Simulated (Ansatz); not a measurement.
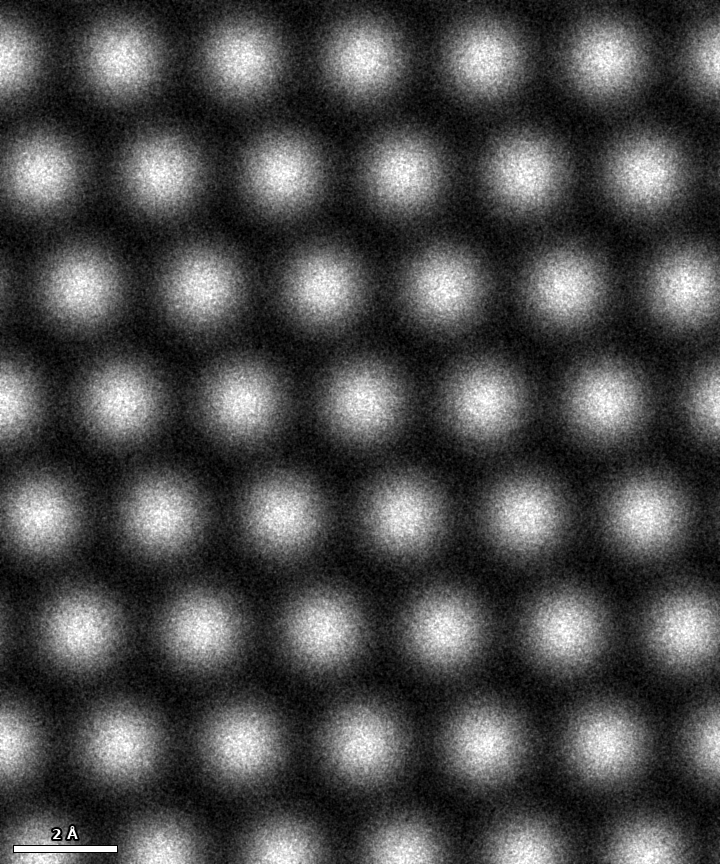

HAADF-like image of Ir (Fm-3m, No. 225). The image is simulated as a sum over atoms of Z^1.7, blurred by a 1.23 Å probe (no channelling). The probe carries 25 % of its weight in a tail 2.5 times as wide. Shot noise was added. Atomic positions: the input geometry of a calculation.

```
Ir
1.0
     3.84432    0.00000    0.00000
     0.00000    3.84432    0.00000
     0.00000    0.00000    3.84432
Ir
4
Direct
  0.00000 0.00000 0.00000
  0.00000 0.50000 0.50000
  0.50000 0.00000 0.50000
  0.50000 0.50000 0.00000
```

Question: Which beam direction gives this image, [110], [001] or [211]? (Directions equivalent by symmetry count as one.)

Answer: [110]. The projected cells are 2.35 × 2.35 Å, 109° for [110]; 1.92 × 1.92 Å, 90° for [001]; 1.36 × 2.22 Å, 90° for [211], and the image repeats as the [110] one does.
